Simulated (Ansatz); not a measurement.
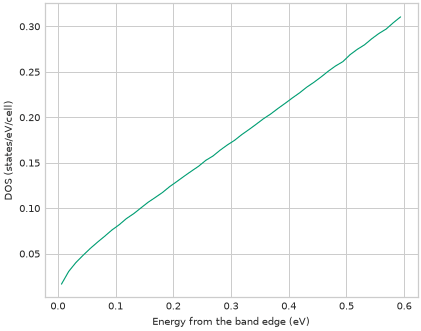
Fig. 1. Density of states of CaZrN2 (R-3m) above the conduction band minimum, PBEsol, rigid bands run with Ansatz (a program for electronic structure); cell volume 52.0 Å³.

Problem. What effective density of states at 300 K does this give (∫ g(E) exp(−E/k_BT) dE, both spins, divided by the cell's size)?

Solution. 1.6e19 cm⁻³, a density-of-states mass of 0.75 mₑ, valleys and band degeneracy included.

Spin-orbit coupling is left out. Geometry: cell and atoms relaxed with PBEsol.

Computed structure with no diffraction record at hand here (it may be known, metastable or hypothetical): CaZrN2 (R-3m).
